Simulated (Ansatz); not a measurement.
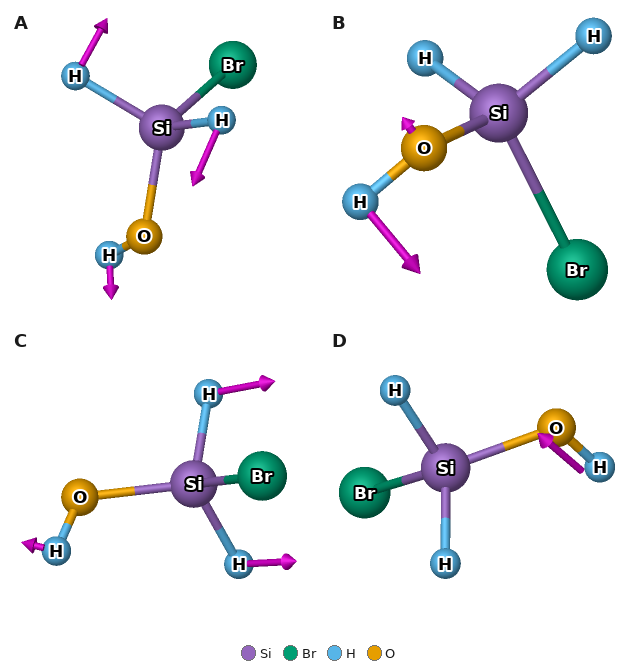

4 normal modes of one molecule or complex, as arrows. Harmonic vibrations computed with RKS PBE0-D4/def2-TZVP (Ansatz 0.2.0) at a stationary point of the same level.

### Match the panels to the wavenumbers 273 cm⁻¹, 718 cm⁻¹, 891 cm⁻¹, 3919 cm⁻¹.

A: 718 cm⁻¹, angle bending
B: 273 cm⁻¹
C: 891 cm⁻¹, angle bending
D: 3919 cm⁻¹, O–H stretching
